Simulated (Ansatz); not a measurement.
Consider RbGe₄N₂.

```yaml
crystal:
  lattice:
    - [6.80124, 0.00000, 0.00000]
    - [0.00000, 8.93469, 0.00000]
    - [0.00000, 0.00000, 9.05692]
  atoms:
    - { symbol: Rb, position: [0.00000, 0.00000, 0.50000] }
    - { symbol: Rb, position: [0.50000, 0.50000, 0.00000] }
    - { symbol: Ge, position: [0.50000, 0.13445, 0.14149] }
    - { symbol: Ge, position: [0.00000, 0.63445, 0.64149] }
    - { symbol: Ge, position: [0.00000, 0.36555, 0.35851] }
    - { symbol: Ge, position: [0.50000, 0.86555, 0.85851] }
    - { symbol: Ge, position: [0.00000, 0.63445, 0.35851] }
    - { symbol: Ge, position: [0.50000, 0.13445, 0.85851] }
    - { symbol: Ge, position: [0.00000, 0.36555, 0.64149] }
    - { symbol: Ge, position: [0.50000, 0.86555, 0.14149] }
    - { symbol: N, position: [0.08122, 0.50000, 0.00000] }
    - { symbol: N, position: [0.58122, 0.00000, 0.50000] }
    - { symbol: N, position: [0.41878, 0.00000, 0.50000] }
    - { symbol: N, position: [0.91878, 0.50000, 0.00000] }
```

Space group Immm; a structure generated by program, which may or may not match a known phase; computed without spin polarisation.

These are results of Ansatz, DFT PBE, scalar-relativistic, plane waves, PAW, not measurements.

Predict the valence pseudo-density and electron localisation function between the atoms.

Answer. Rb–Ge (3.51 Å): ρ is about 0.07 e/Å³ halfway; the ELF peaks at about 0.65 in the valence shell of Ge, 1.3 Å from its nucleus, and drops to about 0.05 between the two atoms.
Ge–Ge (2.56 Å): the density is about 0.38 e/Å³ at the midpoint; the ELF peaks at about 0.60 between the atoms.

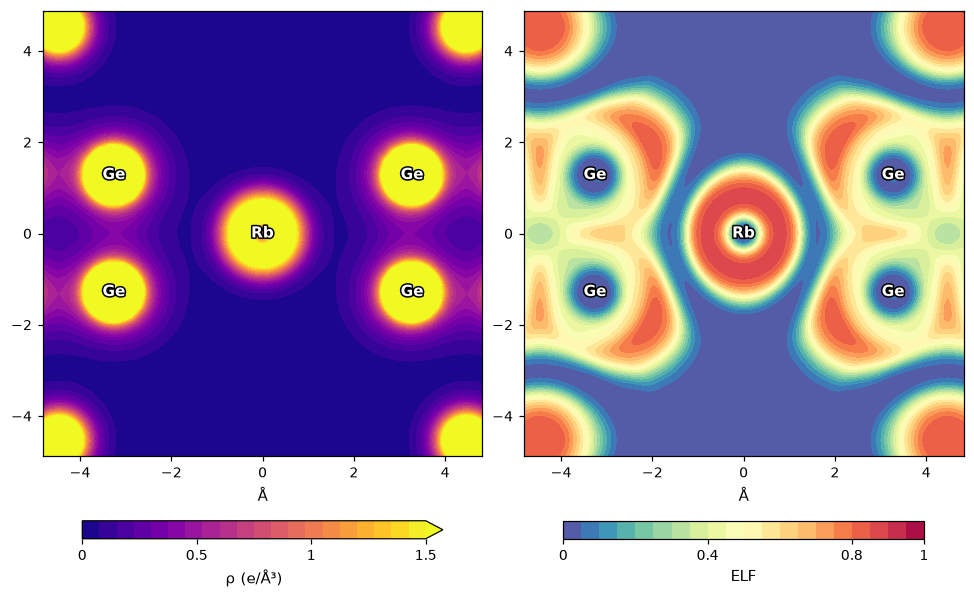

Computed valence pseudo-density and electron localisation function on the (100) plane of the conventional cell, in this order. Atoms just off the plane (N, 0.6 Å away) can leave unmarked features too.

Core electrons are frozen (PAW), and the valence fields are smoothed inside the atomic spheres.
